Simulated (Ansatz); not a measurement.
# HS (SMILES [SH]): levels of theory compared

We compute a comparison of 6 runs (U-revPBE/3-21G, UB2PLYP/3-21G, U-wB97X/cc-pVDZ, UCCSDT(Q)/cc-pVDZ, UCCSDT/cc-pVDZ, UCCSD/3-21G) of HS. 

The calculation is run with Ansatz 0.2.0.

55 further runs of the same task are left out: 2 that didn't finish, 53 set aside as unsound or not needed.

## Step 1: Starting point

The species is HS (2 atoms), meant as a doublet with charge 0. As SMILES, `[SH]`. The H2–S1 distance was set to 1.663 Å, away from the relaxed value.

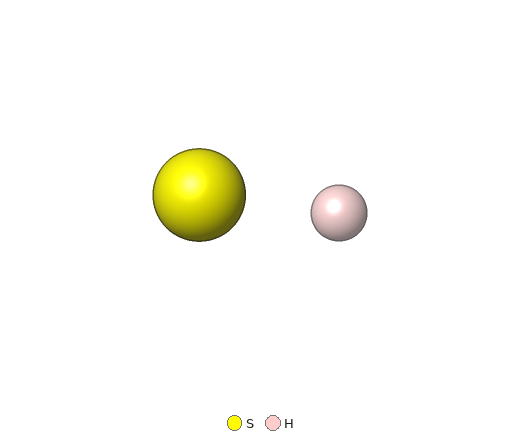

The structure, seen from a chosen angle (sulfur yellow, hydrogen pink).

## Step 2: The energy at U-revPBE/3-21G (run 1)

molecule.yaml reads:

```yaml
crystal:
  periodic: [false, false, false]
  atoms:
    - {symbol: S, position_ang: [0.852035, -0.278512, 0.438145]}
    - {symbol: H, position_ang: [-0.568010, 0.185670, -0.292090]}
basis:
  gaussian:
    orbitals: 3-21G.json
accuracy: high
magnetization:
  spin_polarized: true
  initial_magnetization: 1
hamiltonian:
  xc: {name: revPBE}
```

The basis set 3-21G is read from a file made from the Basis Set Exchange's data (not shown).

Launch:

```console
$ ansatz run molecule.yaml --threads 1 --pin off --max-ram 2610MiB --events-out events.jsonl --progress --plain --runs-dir runs
```

Output:

```text
Warning: RAYON_NUM_THREADS=1 ignored (pool sized by the plan → 1); use --threads N
Functional definition: revPBE
  name "revPBE"
  parameter kappa = 1.245
  parameter beta = 0.06672455060314922
  exchange = pbe_x(kappa = kappa, mu = beta*pi^2/3)
  correlation = pbe_c(beta = beta)
269 factors; integrals over basis functions are off by at most 3.6e-9 eV
mean field evaluation 1: about -10793.6561 eV, gradient 5.6e0 eV
mean field evaluation 2: about -10793.2318 eV, gradient 9.1e0 eV
mean field evaluation 4: about -10793.9086 eV, gradient 1.2e-1 eV
mean field evaluation 8: about -10793.9035 eV, gradient 7.0e-4 eV
mean field evaluation 16: about -10793.8904 eV, gradient 1.1e0 eV
mean field -10793.90354810 eV, -396.6686390220 hartree, gradient 3.7e-8 eV, S^2 0.752508; 1 other end points of the search recorded, 0 dependent functions left out
reference -10793.90355009 eV, -396.6686390952 hartree; 9, 8 occupied and 6, 7 virtual orbitals, 269 factors
Total energy: -10793.90355009 eV, -396.6686390952 hartree
```

Wall time 0.72 s (1 thread of Arm Neoverse V2, shared host).

## Step 3: The energy at UB2PLYP/3-21G (run 2)

run.yaml reads:

```yaml
crystal:
  periodic: [false, false, false]
  atoms:
    - {symbol: S, position_ang: [0.852035, -0.278512, 0.438145]}
    - {symbol: H, position_ang: [-0.568010, 0.185670, -0.292090]}
basis:
  gaussian: {orbitals: 3-21G.json}
magnetization: {spin_polarized: true, initial_magnetization: 1}
accuracy: high
correlation: {frozen_orbitals: {H: 0, S: 5}}
hamiltonian: {xc: {name: B2PLYP}}
```

The basis set 3-21G is read from a file made from the Basis Set Exchange's data (not shown).

Launch:

```console
$ ansatz run run.yaml --threads 1 --pin off --max-ram 2610MiB --events-out events.jsonl --progress --plain --runs-dir runs
```

Output (excerpt; [...] marks lines left out):

```text
Warning: RAYON_NUM_THREADS=1 ignored (pool sized by the plan → 1); use --threads N
Functional definition: B2PLYP
  name "B2PLYP"
[...]
269 factors; integrals over basis functions are off by at most 3.6e-9 eV
[...]
mean field -10791.14458361 eV, -396.5672489470 hartree, gradient 8.8e-9 eV, S^2 0.757448; 0 other end points of the search recorded, 0 dependent functions left out
5 core orbitals not correlated: weight in the atoms' cores, before any rotation towards them, 1.000 or more for the frozen orbitals, at most 0.000 for the correlated occupied ones
reference -10791.14459834 eV, -396.5672494885 hartree; 4, 3 occupied and 6, 7 virtual orbitals, 269 factors
second order -1.62026075 eV of doubles, -0.00000000 eV of singles
Total energy: -10791.58206874 eV, -396.5833262293 hartree
```

It took 0.66 s on 1 thread of Arm Neoverse V2, shared host.

## Step 4: The energy at U-wB97X/cc-pVDZ (run 3)

Edit molecule.yaml of step 2 so:

```diff
@@ -7,4 +7,3 @@
   gaussian:
-    orbitals: 3-21G.json
-accuracy: high
+    orbitals: cc-pVDZ
 magnetization:
@@ -13,2 +12,3 @@
 hamiltonian:
-  xc: {name: revPBE}
+  xc: {name: wB97X}
+accuracy: high
```

Launch:

```console
$ ansatz run molecule.yaml --threads 1 --pin off --max-ram 2610MiB --events-out events.jsonl --progress --plain --runs-dir runs
```

Output (excerpt; [...] marks lines left out):

```text
Warning: RAYON_NUM_THREADS=1 ignored (pool sized by the plan → 1); use --threads N
Functional definition: wB97X
  name "wB97X"
[...]
      + exact_x_lr(omega)
[...]
      + integral(e_c_pw_opposite_spin*poly(b97_u_opposite, 1, cos1, cos2, cos3, cos4))
412 factors; integrals over basis functions are off by at most 3.0e-9 eV
123 factors; integrals over basis functions are off by at most 1.8e-9 eV
[...]
mean field -10849.43371468 eV, -398.7093350041 hartree, gradient 7.3e-8 eV, S^2 0.754398; 0 other end points of the search recorded, 0 dependent functions left out
reference -10849.43371324 eV, -398.7093349512 hartree; 9, 8 occupied and 14, 15 virtual orbitals, 412 factors
Total energy: -10849.43371324 eV, -398.7093349512 hartree
```

Run time: 6 s. Hardware: 1 thread of Arm Neoverse V2, shared host; peak memory 0.21 GiB.

Runs 4 to 5 aren't shown in full; the table further down has their settings and results.

## Step 5: A single-point energy at UCCSD/3-21G (run 6)

in.yaml reads:

```yaml
basis:
  gaussian:
    orbitals: 3-21G.json
crystal:
  periodic: [false, false, false]
  atoms:
    - {symbol: S, position_ang: [0.852035, -0.278512, 0.438145]}
    - {symbol: H, position_ang: [-0.568010, 0.185670, -0.292090]}
magnetization:
  spin_polarized: true
  initial_magnetization: 1
correlation:
  method: ccsd
  frozen_orbitals: {H: 0, S: 5}
accuracy: high
scf:
  omitted_lower_state_checks: [cluster_reference, increment]
```

The basis set 3-21G is read from a file made from the Basis Set Exchange's data (not shown).

Launch:

```console
$ ansatz run in.yaml --threads 1 --pin off --max-ram 2610MiB --events-out events.jsonl --progress --plain --runs-dir runs
```

Output:

```text
Warning: RAYON_NUM_THREADS=1 ignored (pool sized by the plan → 1); use --threads N
[... 12 lines left out ...]
5 core orbitals not correlated: weight in the atoms' cores, before any rotation towards them, 1.000 or more for the frozen orbitals, at most 0.000 for the correlated occupied ones
[... 23 lines left out ...]
Total energy: -10779.93964424 eV, -396.1554750203 hartree
Checks for a lower state left out: cluster_reference, increment
```

It took 0.22 s on 1 thread of Arm Neoverse V2, shared host.

## Step 6: The series

| run | level | frozen core orbitals | energy (Eh) | ⟨S²⟩ | wall time |
| --- | --- | --- | --- | --- | --- |
| 1 | U-revPBE/3-21G | – | -396.668639 | 0.753 | 0.72 s |
| 2 | UB2PLYP/3-21G | 5 | -396.583326 | 0.757 | 0.66 s |
| 3 | U-wB97X/cc-pVDZ | – | -398.709335 | 0.754 | 6 s |
| 4 | UCCSDT(Q)/cc-pVDZ | 5 | -398.198892 | 0.770 | 2.2 s |
| 5 | UCCSDT/cc-pVDZ | 5 | -398.198695 | 0.770 | 1.2 s |
| 6 | UCCSD/3-21G | 5 | -396.155475 | 0.799 | 0.22 s |

## Step 7: Results

| quantity | value |
| --- | --- |
| run 6: total energy | -396.15548 Eh |
| run 6: correlation energy (5 core orbitals frozen) | -61.3 mEh |
| run 6: ⟨S²⟩ of the reference determinant | 0.799 |
| run 6: T1 diagnostic | 0.025 |

In words: Totals of different functionals can't be ranked against each other. All runs together took 11 s, the longest 6 s.
